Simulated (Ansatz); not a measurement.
# Cl₂H₂OSi (built from SMILES Cl[Si]Cl.O): search for a transition state, part 2 of 2

Ansatz 0.2.0, Gaussian basis; PBE0-D4.

## 6. Checking the order of the point

vib/in.yaml reads:

```yaml
crystal:
  periodic: [false, false, false]
  atoms:
    - {symbol: Si, position_ang: [0.099337, -0.776442, 0.053872]}
    - {symbol: Cl, position_ang: [1.759804, -1.092093, -1.118316]}
    - {symbol: Cl, position_ang: [-1.504624, -0.732404, -1.257004]}
    - {symbol: H, position_ang: [-0.039013, 0.079471, 1.436795]}
    - {symbol: O, position_ang: [0.218868, 0.979239, 0.561376]}
    - {symbol: H, position_ang: [-0.534373, 1.542129, 0.323377]}
basis:
  gaussian: {orbitals: def2-TZVP}
hamiltonian: {xc: pbe0, dispersion: d4}
phonons: {temperatures: {t_min: 298.15, t_max: 900, t_step: 200}}
```

Run with:

```sh
$ ansatz run in.yaml --threads 2 --pin off --events-out ev --progress --plain --max-ram 4352MiB
```

Log (excerpt; [...] marks lines left out):

```text
Functional definition: PBE0
  name "PBE0"
  cite "Adamo & Barone, J. Chem. Phys. 110, 6158 (1999) doi:10.1063/1.478522"
  cite "Perdew, Burke & Ernzerhof, Phys. Rev. Lett. 77, 3865 (1996) doi:10.1103/PhysRevLett.77.3865"
  parent pbe
[...]
1043 factors; their error is unknown
[...]
mean field -34991.76755327 eV, -1285.9237393108 hartree, gradient 2.3e-5 eV, S^2 0.000000; 0 other end points of the search recorded, 0 dependent functions left out
[...]
reference -34991.76757980 eV, -1285.9237402859 hartree; 29, 29 occupied and 125, 125 virtual orbitals, 1043 factors
[... from here to the last solve, the lines of the solves are left out (35 solves) ...]
1043 factors; their error is unknown
mean field -34991.76754134 eV, -1285.9237388722 hartree, gradient 1.6e-6 eV, S^2 0.000000; 0 other end points of the search recorded, 0 dependent functions left out
[...]
reference -34991.76756787 eV, -1285.9237398473 hartree; 29, 29 occupied and 125, 125 virtual orbitals, 1043 factors
WARN: phonons: modes at or below zero, which the zero-point energy, F, S and C_V leave out: 1, the lowest at -1523.63 cm⁻¹. A minimum has none, and a first-order saddle one
Total energy: -34991.90975576 eV, -1285.9289651559 hartree
Atom 0 at     0.099337    -0.776442     0.053872 Å, force     0.000467    -0.000069    -0.000460 eV/Å
Atom 1 at     1.759804    -1.092093    -1.118316 Å, force     0.000293     0.000300     0.000369 eV/Å
Atom 2 at    -1.504624    -0.732404    -1.257004 Å, force    -0.000586     0.000691     0.000698 eV/Å
Atom 3 at    -0.039013     0.079471     1.436795 Å, force     0.000509     0.000993    -0.001230 eV/Å
Atom 4 at     0.218868     0.979239     0.561376 Å, force     0.000210    -0.002456     0.002292 eV/Å
Atom 5 at    -0.534373     1.542129     0.323377 Å, force    -0.000893     0.000541    -0.001670 eV/Å
Dipole moment:    -0.231661     0.344706     0.232698 e Å
Vibrations: -1523.63 169.76 179.47 258.39 340.28 512.84 545.43 600.80 719.02 1031.78 1903.77 3751.35 cm⁻¹, zero-point energy 0.620720 eV
```

It took 72 s on 2 threads of Arm Neoverse V2, shared host.

The modes, with what each moves most:

```csv
mode,wavenumber (cm⁻¹),character
1,1524i,"changes Si1–H4, H4–O5"
2,170,bend
3,179,bend
4,258,bend with torsion
5,340,torsion
6,513,Si–Cl stretch
7,545,Si–Cl stretch
8,601,Si–O stretch
9,719,bend
10,1032,torsion
11,1904,Si–H stretch
12,3751,O–H stretch
```

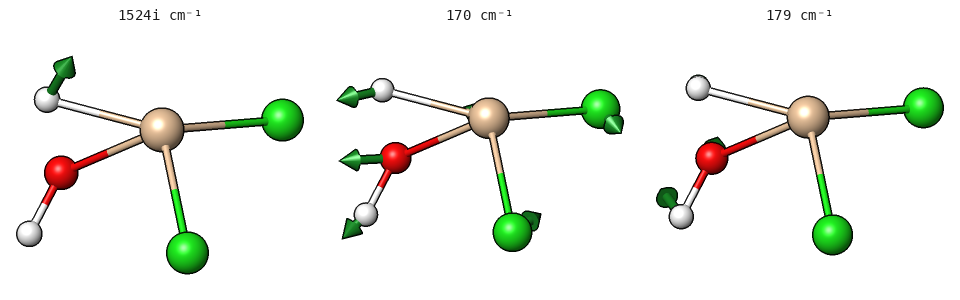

How the atoms move in 3 of the modes.

Vibrational sums (real modes only):

```csv
T (K),entropy (J/mol/K),heat capacity (J/mol/K)
298,40.4,48.7
498,69.3,63.2
698,91.9,70.5
898,110.3,75.1
```

## 7. Relaxing after a step of 0.30 Å one way along the mode

downa/in.yaml reads:

```yaml
crystal:
  periodic: [false, false, false]
  atoms:
    - {symbol: Si, position_ang: [0.111504, -0.569538, 0.049267]}
    - {symbol: Cl, position_ang: [1.747454, -1.105055, -1.067085]}
    - {symbol: Cl, position_ang: [-1.516651, -0.762984, -1.214680]}
    - {symbol: H, position_ang: [-0.065784, -0.202203, 1.536511]}
    - {symbol: O, position_ang: [0.251826, 1.059910, 0.413514]}
    - {symbol: H, position_ang: [-0.528349, 1.579770, 0.282572]}
basis:
  gaussian: {orbitals: def2-TZVP}
hamiltonian: {xc: pbe0, dispersion: d4}
relax: {f_tol: 0.005, max_steps: 200}
```

Run with:

```sh
$ ansatz run in.yaml --threads 2 --pin off --events-out ev --progress --plain --max-ram 4352MiB
```

Log (excerpt; [...] marks lines left out):

```text
Functional definition: PBE0
  name "PBE0"
  cite "Adamo & Barone, J. Chem. Phys. 110, 6158 (1999) doi:10.1063/1.478522"
  cite "Perdew, Burke & Ernzerhof, Phys. Rev. Lett. 77, 3865 (1996) doi:10.1103/PhysRevLett.77.3865"
  parent pbe
[...]
1043 factors; their error is unknown
[...]
mean field -34992.91212200 eV, -1285.9658014356 hartree, gradient 6.4e-5 eV, S^2 0.000000; 0 other end points of the search recorded, 0 dependent functions left out
[...]
reference -34992.91214867 eV, -1285.9658024158 hartree; 29, 29 occupied and 125, 125 virtual orbitals, 1043 factors
relax step   1: F+E_penalty+E_count = -34993.05285729 eV  Δ(F+E_penalty+E_count) = +0.000e0 eV  max|allowed force component| = 3.042e0 eV/Å  Δτ_max = 0.0000 Å  (26 SCF iters, accepted)
[...]
1043 factors; their error is unknown
mean field -34995.10445717 eV, -1286.0463682671 hartree, gradient 4.4e-5 eV, S^2 0.000000; 1 other end points of the search recorded, 0 dependent functions left out
[...]
reference -34995.10448399 eV, -1286.0463692530 hartree; 29, 29 occupied and 125, 125 virtual orbitals, 1043 factors
Total energy: -34995.24556422 eV, -1286.0515538557 hartree
Atom 0 at     0.006052    -0.339126     0.158642 Å, force    -0.000459    -0.002489     0.003561 eV/Å
Atom 1 at     1.674181    -0.832085    -0.910003 Å, force    -0.001451     0.000146    -0.000913 eV/Å
Atom 2 at    -1.616811    -0.901921    -0.944721 Å, force     0.001702    -0.000045    -0.000620 eV/Å
Atom 3 at     0.007880    -1.052368     1.440329 Å, force     0.000056    -0.000883    -0.000078 eV/Å
Atom 4 at    -0.031393     1.247394     0.489280 Å, force    -0.000212     0.002962    -0.004896 eV/Å
Atom 5 at    -0.039908     1.878006    -0.233427 Å, force     0.000365     0.000308     0.002946 eV/Å
Dipole moment:    -0.005160     0.220913    -0.034786 e Å
```

It took 59 s on 2 threads of Arm Neoverse V2, shared host.

Along the way: (the energy doesn't fall at every step)

```csv
step,energy from step 1 (eV),largest force component (eV/Å)
1,0.0000,3.0417
2,-0.9787,2.4004
3,-1.7250,1.3137
4,-2.0180,1.1147
5,-2.0808,0.8290
6,-2.0838,0.7621
7,-2.1375,0.4866
8,-2.1429,0.1070
9,-2.1431,0.2274
10,-2.1509,0.3419
11,-2.1546,0.1961
12,-2.1628,0.4471
13,-2.1554,0.8280
14,-2.1744,0.1512
15,-2.1842,0.2289
16,-2.1920,0.0533
17,-2.1917,0.2075
18,-2.1922,0.0197
19,-2.1926,0.0123
20,-2.1926,0.0367
21,-2.1927,0.0019
22,-2.1927,0.0049
```

Close pairs (by a distance rule), those that changed most:

```csv
bond,before (Å),after (Å),change (Å)
Si1–H4,1.542,1.467,-0.075
Si1–O5,1.676,1.621,-0.055
Si1–Cl3,2.070,2.042,-0.029
O5–H6,0.947,0.959,+0.013
Si1–Cl2,2.052,2.041,-0.010
```

## 8. Relaxing after a step of 0.30 Å the other way along the mode

downb/in.yaml reads:

```yaml
crystal:
  periodic: [false, false, false]
  atoms:
    - {symbol: Si, position_ang: [0.087171, -0.983346, 0.058476]}
    - {symbol: Cl, position_ang: [1.772155, -1.079131, -1.169547]}
    - {symbol: Cl, position_ang: [-1.492597, -0.701824, -1.299328]}
    - {symbol: H, position_ang: [-0.012242, 0.361145, 1.337079]}
    - {symbol: O, position_ang: [0.185911, 0.898567, 0.709238]}
    - {symbol: H, position_ang: [-0.540397, 1.504489, 0.364182]}
basis:
  gaussian: {orbitals: def2-TZVP}
hamiltonian: {xc: pbe0, dispersion: d4}
relax: {f_tol: 0.005, max_steps: 200}
```

Run with:

```sh
$ ansatz run in.yaml --threads 2 --pin off --events-out ev --progress --plain --max-ram 4352MiB
```

Log (excerpt; [...] marks lines left out):

```text
Functional definition: PBE0
  name "PBE0"
  cite "Adamo & Barone, J. Chem. Phys. 110, 6158 (1999) doi:10.1063/1.478522"
  cite "Perdew, Burke & Ernzerhof, Phys. Rev. Lett. 77, 3865 (1996) doi:10.1103/PhysRevLett.77.3865"
  parent pbe
[...]
1043 factors; their error is unknown
[...]
mean field -34991.78791295 eV, -1285.9244875151 hartree, gradient 5.0e-5 eV, S^2 0.000000; 0 other end points of the search recorded, 0 dependent functions left out
[...]
reference -34991.78793961 eV, -1285.9244884950 hartree; 29, 29 occupied and 125, 125 virtual orbitals, 1043 factors
relax step   1: F+E_penalty+E_count = -34991.93239169 eV  Δ(F+E_penalty+E_count) = +0.000e0 eV  max|allowed force component| = 8.138e0 eV/Å  Δτ_max = 0.0000 Å  (26 SCF iters, accepted)
[...]
1043 factors; their error is unknown
mean field -34993.04571726 eV, -1285.9707109711 hartree, gradient 1.4e-5 eV, S^2 0.000000; 1 other end points of the search recorded, 0 dependent functions left out
[...]
reference -34993.04574292 eV, -1285.9707119142 hartree; 29, 29 occupied and 125, 125 virtual orbitals, 1043 factors
Total energy: -34993.19522210 eV, -1285.9762051726 hartree
Atom 0 at     0.191065    -1.304807     0.030497 Å, force    -0.000244     0.000731    -0.001170 eV/Å
Atom 1 at     1.474945    -0.401655    -1.429209 Å, force    -0.000277    -0.000667     0.000346 eV/Å
Atom 2 at    -1.723702    -0.856065    -0.822034 Å, force     0.000369    -0.000348     0.000191 eV/Å
Atom 3 at    -0.780040     0.894078     0.767187 Å, force    -0.000116    -0.000120    -0.000387 eV/Å
Atom 4 at     0.105893     0.559692     0.975245 Å, force     0.000391     0.000085     0.001099 eV/Å
Atom 5 at     0.731841     1.108657     0.478415 Å, force    -0.000123     0.000319    -0.000079 eV/Å
Dipole moment:    -0.012701     0.578874     0.367639 e Å
```

It took 69 s on 2 threads of Arm Neoverse V2, shared host.

The steps of the relaxation: (the energy doesn't fall at every step)

```csv
step,energy from step 1 (eV),largest force component (eV/Å)
1,0.0000,8.1379
2,-0.8536,1.0660
3,-0.9626,0.8904
4,-1.0866,2.3205
5,-1.1851,0.2503
6,-1.1946,0.0793
7,-1.1969,0.0939
8,-1.1950,0.4148
9,-1.2000,0.0369
10,-1.2022,0.0232
11,-1.1995,0.5633
12,-1.2055,0.0434
13,-1.2083,0.1851
14,-1.2093,0.4501
15,-1.2260,0.1382
16,-1.2382,0.2075
17,-1.2525,0.0552
18,-1.2600,0.0359
19,-1.2605,0.0496
20,-1.2119,1.4518
21,-1.2622,0.0150
22,-1.2597,0.2216
23,-1.2625,0.0048
24,-1.2626,0.0907
25,-1.2625,0.0270
26,-1.2628,0.0012
```

Distances of close pairs at the start and the end, largest changes first:

```csv
bond,before (Å),after (Å),change (Å)
H4–O5,0.850,0.970,+0.120
Si1–O5,1.994,2.092,+0.098
Si1–Cl2,2.087,2.144,+0.056
Si1–Cl3,2.102,2.143,+0.041
O5–H6,1.007,0.970,-0.037
```

## 9. The three structures

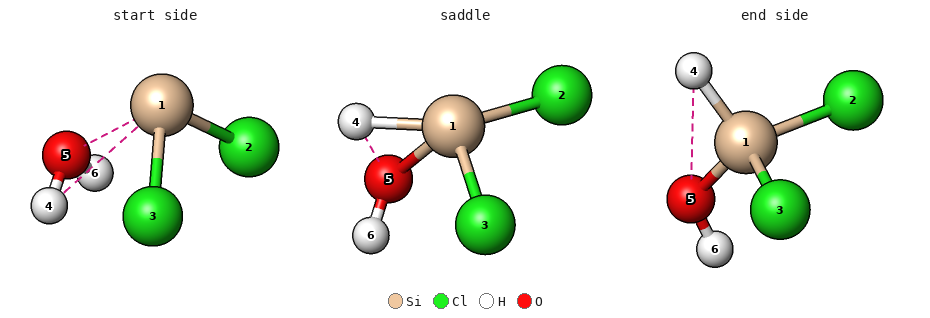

The minimum on the start side, the saddle and the minimum on the end side; broken lines mark the pairs that change.

```csv
pair,start side (Å),saddle (Å),end side (Å)
Si1–H4,2.514,1.632,1.467
Si1–O5,2.092,1.831,1.621
H4–O5,0.970,1.282,2.489
```

## 10. Outcome

What follows sums up all 2 parts.

| quantity | value |
| --- | --- |
| imaginary mode | 1524i cm⁻¹ |
| barrier from the start side | 1.285 eV |
| barrier from the end side | 3.336 eV |
| energy of the step | -2.050 eV |
| pairs that change | Si1–H4 formed, Si1–O5 tightened, H4–O5 broken |
| zero-point energy at the saddle | 0.621 eV |

What this shows: The point has a single imaginary mode (1524i cm⁻¹), as a transition state must. The two relaxations end on the structures that were planned. At PBE0-D4/def2-TZVP the electronic barrier is 1.285 eV, about 50 kT at 298 K, and the step runs 2.050 eV downhill. With so stiff a mode tunnelling counts: Wigner's rough correction is a factor of 3.3 at 298 K. The ends are the nearest minima, not always the lowest complexes.
